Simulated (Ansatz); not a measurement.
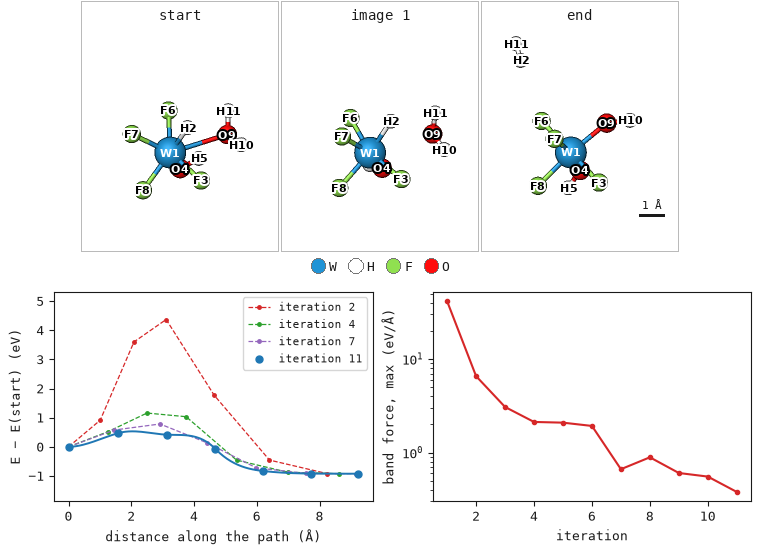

A nudged-elastic-band calculation for WH$_{4}$O$_{2}$F$_{4}$, made up at the start of WH2OF4 and H2O. Images are numbered from 0 (start) to 6 (end). The plot follows the band through its iterations. A ball-and-stick model, seen from a free direction.

Theory: Ansatz 0.2.0, RKS revPBE/def2-SVP. Settings: 5 movable images; climbing image; force threshold 0.5 eV/Å; iteration limit 60; starting path through a guess of the saddle point.

**How did the profile develop, and is the result final?**

The run met only a loose threshold, so the barrier can't be trusted yet. The band converged in 11 iterations. The largest component of the band force went from 41 to 0.38 eV/Å. The climbing image converged on the top of the path. Its curvatures weren't checked. The force threshold is so loose that the height of the top is at best an upper bound. The first iteration put the highest image at 9.34 eV. The energy climbs by 0.47 eV to image 1 and then falls by 1.39 eV, so the end point sits at −0.92 eV.

Cost: 43 s on 4 threads of AMD EPYC 9R45 96-Core Processor (Zen 5), on a shared host, peak memory 0.22 GiB.
